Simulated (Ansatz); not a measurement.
```xyz
10

Si   -0.3770    0.2833   -0.4428
C    -0.1759   -0.1786    2.6007
H    -0.4781   -0.5588    3.5926
H     0.1738   -1.0295    1.9914
H     0.6462    0.5468    2.7253
H     0.6882    1.0979    0.2172
H    -0.4418    0.6025   -1.9061
H    -0.1456   -1.1829   -0.2624
F    -1.8327    0.6566    0.1796
H    -1.0464    0.3149    2.1277
```

Not at a stationary point (largest force 1.3 eV/Å).

All numbers below come from Ansatz 0.2.0, RKS PBE-D4/def2-SVPD.

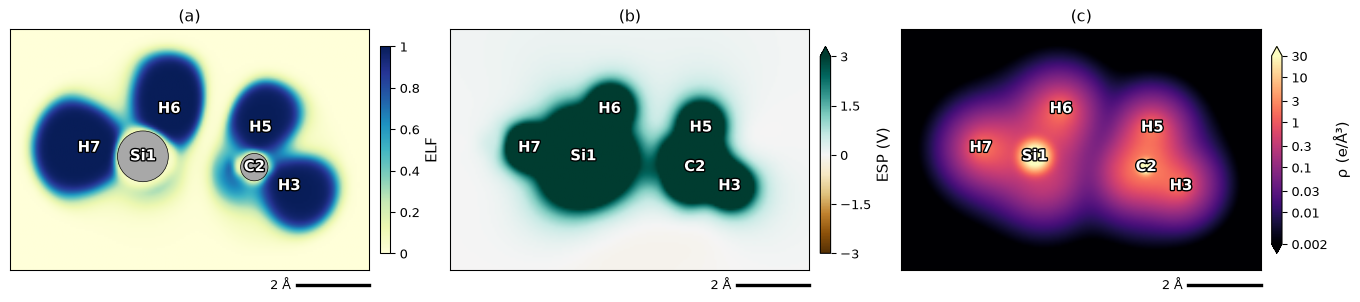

FH₃Si···CH₄. (a) ELF; (b) electrostatic potential; (c) electron density on the plane of atoms H6, Si1 and H7. Grey discs cover the atomic cores in the ELF map.

> What do the fields say about this system?

- The section cuts through Si, C and H sites.
- C2···Si1 (3.08 Å): the density falls to about 0.07 e/Å³ on the way; the ELF dips to about 0.05 between them.
- C–H (1.10 Å): ρ is about 1.9 e/Å³ halfway; the ELF climbs to about 1 towards the hydrogen, as it does in any bond to H: a covalent bond by its length.
- Si–H (1.49 Å): ρ is about 0.78 e/Å³ halfway; the ELF climbs to about 1 towards the hydrogen.
- The potential has no marked negative region in this plane.
